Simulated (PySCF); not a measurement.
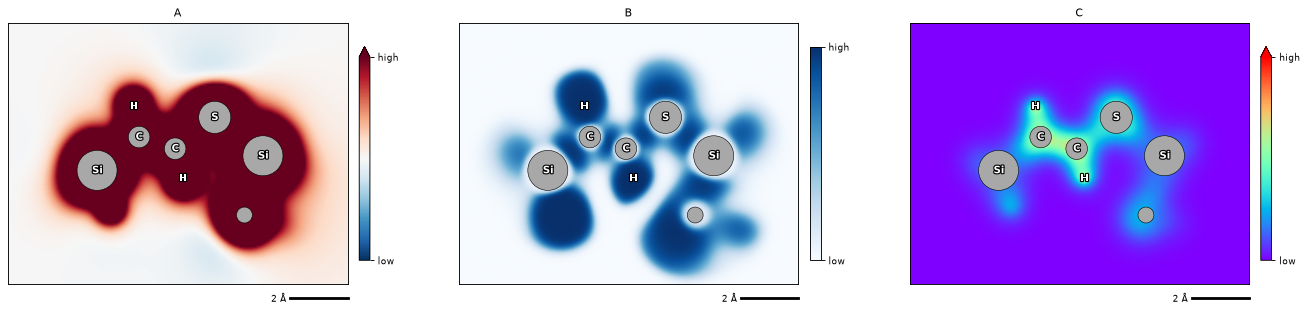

C₂H₉PSSi₂ (SMILES [SiH3]/C=C/S[SiH2]P): 3 fields on the plane of atoms Si1, C2 and C3, with unlabelled colour scales. Grey discs cover the atomic cores.

Geometry: GFN2-xTB.

The calculation used CAM-B3LYP/def2-SVPD, SCF density, gas phase (PySCF).

The panels show electron density, electron localisation function and electrostatic potential in some order. Assign them.

Panel A: electrostatic potential (strongly positive close to the atoms and fading to about zero outside). Panel B: electron localisation function. Panel C: electron density. From the grid: C–C (1.32 Å): the density is about 2.3 e/Å³ at the midpoint; the ELF peaks at about 0.95 between the atoms (a short, multiple covalent bond). C–S (1.77 Å): ρ is about 1.3 e/Å³ halfway; the ELF peaks at about 0.95 between the atoms: localised, covalent bonding.
